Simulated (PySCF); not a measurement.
## Electronic structure of C₃H₇F₃OZr (Zr(OiPr)F3) in real space

```yaml
atoms:
  - { symbol: Zr, position_ang: [-0.5956, -0.7324, -2.3782] }
  - { symbol: O, position_ang: [0.0371, -0.4414, -0.6163] }
  - { symbol: C, position_ang: [0.4886, -0.1430, 0.6823] }
  - { symbol: C, position_ang: [-0.6408, -0.3609, 1.6732] }
  - { symbol: C, position_ang: [1.0407, 1.2707, 0.7154] }
  - { symbol: H, position_ang: [1.3069, -0.8506, 0.9126] }
  - { symbol: H, position_ang: [-1.4715, 0.3321, 1.4660] }
  - { symbol: H, position_ang: [-0.2947, -0.1878, 2.7031] }
  - { symbol: H, position_ang: [-1.0223, -1.3902, 1.6058] }
  - { symbol: H, position_ang: [1.8513, 1.3891, -0.0185] }
  - { symbol: H, position_ang: [0.2469, 1.9969, 0.4788] }
  - { symbol: H, position_ang: [1.4405, 1.5093, 1.7123] }
  - { symbol: F, position_ang: [0.7246, -0.1453, -3.6254] }
  - { symbol: F, position_ang: [-2.1965, 0.2710, -2.6484] }
  - { symbol: F, position_ang: [-0.9480, -2.5938, -2.6187] }
```

Geometry: PBE0-D3(BJ)/def2-SVP; core potentials replace the inner electrons of Zr.

These are results of PySCF 2.14.0, wB97X-D/def2-SVPD, SCF density, gas phase, scalar-relativistic core potentials on the heavy atoms, not measurements.

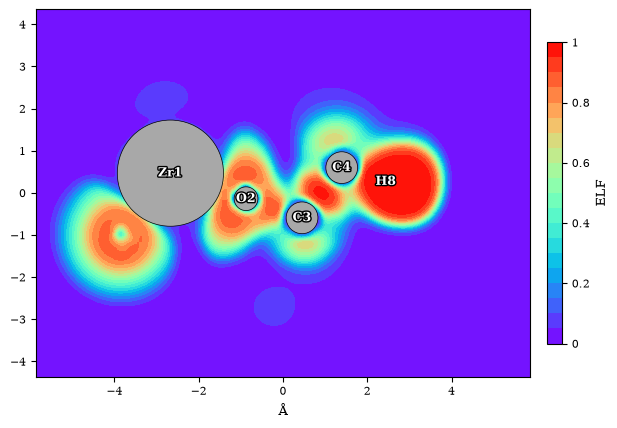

Figure 1. Electron localisation function on the plane of atoms C3, C4 and H8. Grey discs cover the atomic cores.

Question: Describe what can be read from this map.

Answer:
- The plane passes through Zr, O, C and H nuclei.
- C–O (1.41 Å): the ELF peaks at about 0.90 between the atoms; a polar covalent bond.
- C–C (1.52 Å): the ELF peaks at about 0.95 between the atoms: localised, covalent bonding.
- Zr–O (1.89 Å): the ELF peaks at about 0.80 in the valence shell of O, 0.5 Å from its nucleus, and drops to about 0.20 between the two atoms.
- C–H (1.10 Å): the ELF climbs to about 1 towards the hydrogen, as it does in any bond to H: a covalent bond by its length.

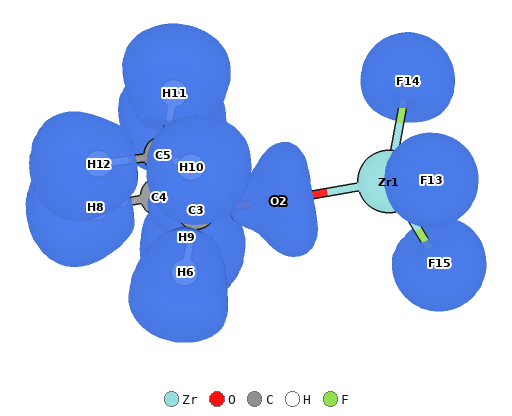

Figure 2. Isosurface of the electron localisation function at 0.75 (blue), seen from one side. Only the valence region is drawn (cores and ρ < 0.01 e/Å³ removed).

Question: Where are the electrons localised?

Answer: The ELF exceeds this value in two regions between bonded C–C atoms (shared pairs), seven regions around hydrogen nuclei, one region on O in which the atom's valence shell and bonds are merged and three regions wrapped around F (the valence shell of each).

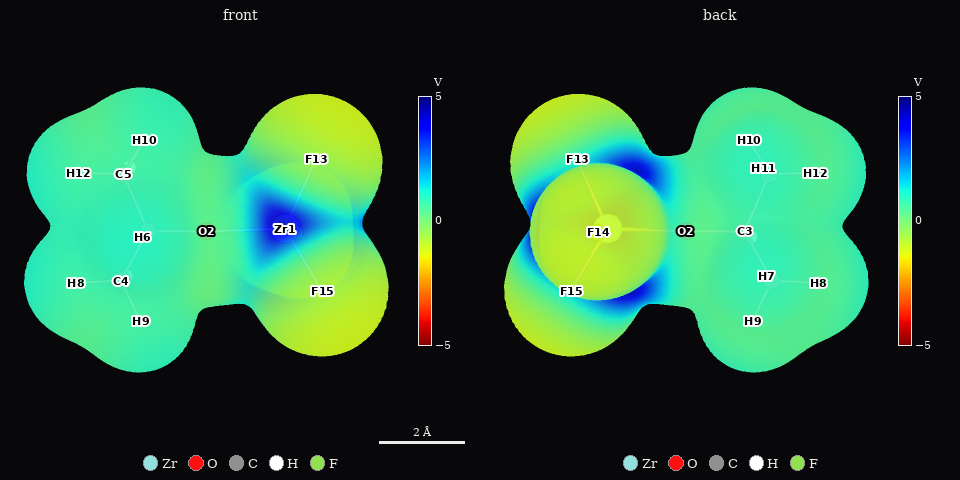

Figure 3. The molecular electrostatic potential painted on the density surface at 0.002 e/bohr³, seen from the front and from behind; the colour scale runs from red (negative) to blue (positive).

Question: Describe the electrostatic potential map.

Answer: The most negative region (about −1.1 V) lies over F13, F14 and F15, the most positive (about +4.4 V) over Zr1.
